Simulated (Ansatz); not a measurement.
Take Al2O3 in the corundum structure (space group R-3c, No. 167; a = 4.759 Å, c = 12.995 Å (hexagonal axes)) as the base. Axes: x lies along a and z along c of the hexagonal cell.

One thing is altered: a pure shear with ε_yz = ε_zy = -0.0289; the atoms relax in the strained cell.

Calculations: plane-wave PAW DFT at the r2SCAN level (Ansatz, a program for electronic structure, 500 eV), no SOC.

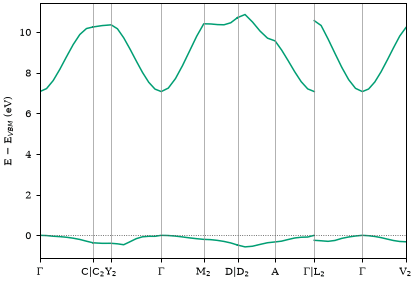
Figure: Highest valence and lowest conduction band along the path of the changed cell's own zone

Question: Read the changed gap and its character from the plot.

Answer: About 7.1 eV, direct at Γ.

Whether these cells are dynamically stable was not tested. Labels are those of the standard path for the cell's own space group.
